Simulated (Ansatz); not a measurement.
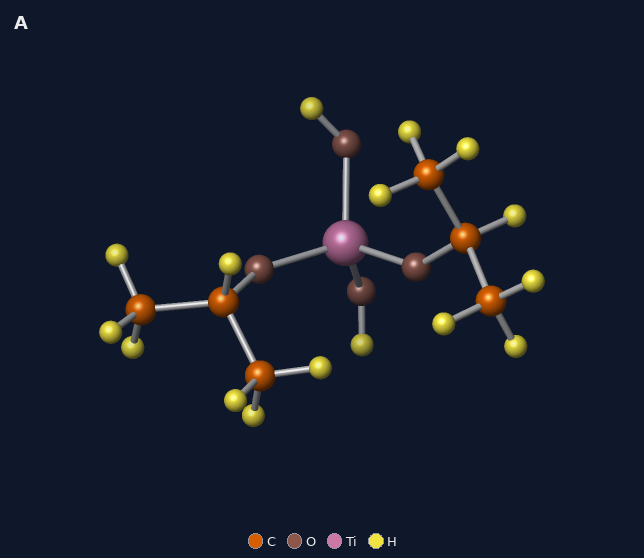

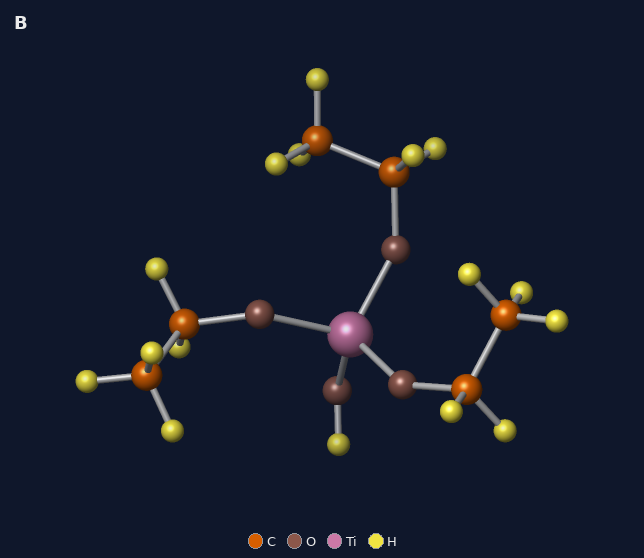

2 stationary structures of one formula. Charge 0, singlet. Geometries: PBE-D4/def2-SVP. Electronic energies: PBE-D4/def2-SVP (Ansatz 0.2.0), without zero-point energy. No frequency run is at hand to confirm each as a minimum. Each is one conformer, not always the lowest.

**How are they related?**

They are constitutional isomers of C6H16O4Ti: A `CC(C)[O][Ti]([OH])([OH])[O]C(C)C`, B `CC[O][Ti]([OH])([O]CC)[O]CC`.

**Which structure is the most stable?**

A is lowest; B lies 10.0 kcal/mol above it.
